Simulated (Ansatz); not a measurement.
Input file:

```
crystal:
  periodic: [false, false, false]
  atoms:
    - {symbol: O, position_ang: [-1.400493, -0.379139, 1.977833]}
    - {symbol: C, position_ang: [-0.558436, 0.093641, 1.077944]}
    - {symbol: C, position_ang: [-0.060391, -0.033937, -0.112328]}
    - {symbol: Si, position_ang: [0.163773, -0.838333, -1.718432]}
    - {symbol: Cl, position_ang: [2.093513, -1.548510, -1.879870]}
    - {symbol: C, position_ang: [0.429836, 1.128207, 0.795192]}
    - {symbol: H, position_ang: [-1.359095, 0.172278, 2.766410]}
    - {symbol: H, position_ang: [-0.020642, 0.125986, -2.827334]}
    - {symbol: H, position_ang: [-0.759372, -1.986914, -1.860333]}
    - {symbol: H, position_ang: [1.427288, 1.063016, 1.233115]}
    - {symbol: H, position_ang: [0.109519, 2.146704, 0.568603]}
basis:
  gaussian: {orbitals: def2-TZVPP}
hamiltonian: {xc: pbe0, dispersion: d4}
output: {orbitals: {seedname: orbitals}}
```

Command:

```sh
ansatz run in.yaml --threads 4 --pin off --events-out ev --progress --plain --max-ram 10444MiB
```

Geometry: PBE0-D4/def2-TZVP.

Method: Ansatz, RKS PBE0-D4/def2-TZVPP.

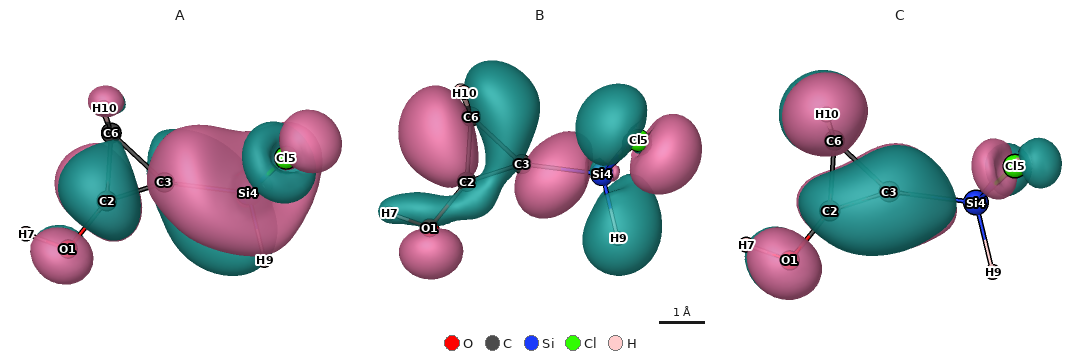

C₃H₅ClOSi (SMILES OC1=C([SiH2]Cl)C1). Three frontier orbitals at ±0.08 Å⁻³ᐟ² (teal and pink are the two phases), in no order.

> Order the three orbitals by energy and name them.

B is the HOMO−1 (−8.40 eV). By Hirshfeld shares it lies mainly on C6 (about 25 %), C3 (about 15 %), Cl5 (about 15 %), C2 (about 10 %), Si4 (about 10 %) and O1 (about 10 %). C is the HOMO (−6.97 eV). It lies mainly on C3 (about 35 %), C2 (about 20 %), O1 (about 10 %) and C6 (about 10 %). A is the LUMO (−0.48 eV). It lies mainly on Si4 (about 30 %), C2 (about 20 %), C3 (about 15 %), Cl5 (about 10 %) and O1 (about 5 %).

> What is the HOMO–LUMO gap?

6.49 eV between the orbital energies.
